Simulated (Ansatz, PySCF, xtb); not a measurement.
Stretching the C1–H4 bond in ethanol (SMILES CCO) (multiplicity 1 held, fragments rigid). Energies count from the point at 1.093 Å.
Geometry at that point (charge 0, multiplicity 1):
```csv
atom,x (Å),y (Å),z (Å)
C,-1.1987,0.1420,0.2638
C,0.0629,-0.4292,-0.3609
O,1.2331,0.3053,-0.0123
H,-2.0792,-0.4154,-0.0646
H,-1.3257,1.1886,-0.0169
H,-1.1571,0.0829,1.3551
H,0.1765,-1.4865,-0.0896
H,0.0055,-0.3772,-1.4490
H,1.3298,0.2886,0.9460
```

R- and RO- levels are restricted; in cc, def2 and unpolarised 6-31G sets they are followed outwards from rest. Unrestricted levels (U-) break spin symmetry where that is lower. Left out are points that failed, MP2 points that dive below the minimum, coupled-cluster points behind a jump of the amplitudes or a sharp parting from full CI or MRCI, small-basis points behind a change of solution, and semi-empirical points at long bonds. Levels need not reach the same state.

Frozen-core correlation. Rows in 3-21G, 6-31G* carry no dispersion term and start afresh at each structure (6-31G* with six Cartesian d functions).

The values were computed with Ansatz (a quantum-chemistry and plane-wave program) with Gaussian orbitals; PySCF for 3-21G rows, 6-31G* rows; xtb for the GFN methods.  The GFN methods have no spin term and hold the electronic entropy of 300 K.

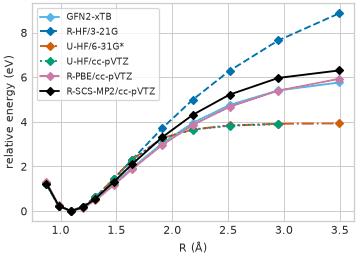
Figure. Relative energy along the coordinate

Problem. Read off the U-HF/6-31G* curve at R = 3.496.

Solution. about 3.9 eV

Doubts at one or more of the structures used: a restricted determinant that unrestricted orbitals would lower (R-HF/3-21G, R-PBE/cc-pVTZ, R-SCS-MP2/cc-pVTZ); a spin-contaminated determinant (U-HF/6-31G*, U-HF/cc-pVTZ).
